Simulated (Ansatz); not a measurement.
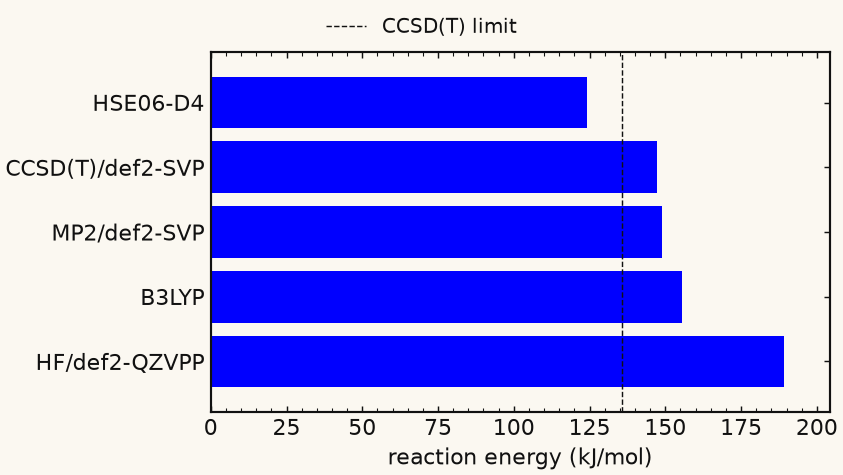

Electronic reaction energy of AlB₂SiH₇O (BOB[SiH2][AlH2]) + Si₂H₅Cl ([SiH3][SiH2]Cl) → BSi₂H₆Cl (B[SiH2][SiH2]Cl) + AlBSiH₆O (OB[SiH2][AlH2]) (SMILES in brackets) at several levels (functionals in def2-TZVPP unless a basis is named), isolated molecules at PBE0-D4 triple-zeta geometries, minima by their frequencies, no zero-point or thermal terms, the Ansatz code 0.2.0. The line is frozen-core CCSD(T) at the basis limit (MP2 extrapolated from triple and quadruple zeta, plus CCSD(T) less MP2 in a smaller set). No dispersion term is added to B3LYP. The distance of CCSD(T)/def2-SVP and MP2/def2-SVP to the limit includes basis error.

Q: What range do the values span, the line included?

A: From 124.1 kJ/mol (HSE06-D4) to 189.1 kJ/mol (HF/def2-QZVPP).

Q: What do zero-point energy and temperature add?

A: Zero-point change 6.7 kJ/mol; at 298.15 K and 1 bar the CCSD(T) limit plus thermal terms gives an enthalpy of reaction of 140.9 and a free energy of 144.8 kJ/mol (harmonic PBE0-D4 modes, ideal gas).

Known limits of this run: one conformer of each flexible molecule.
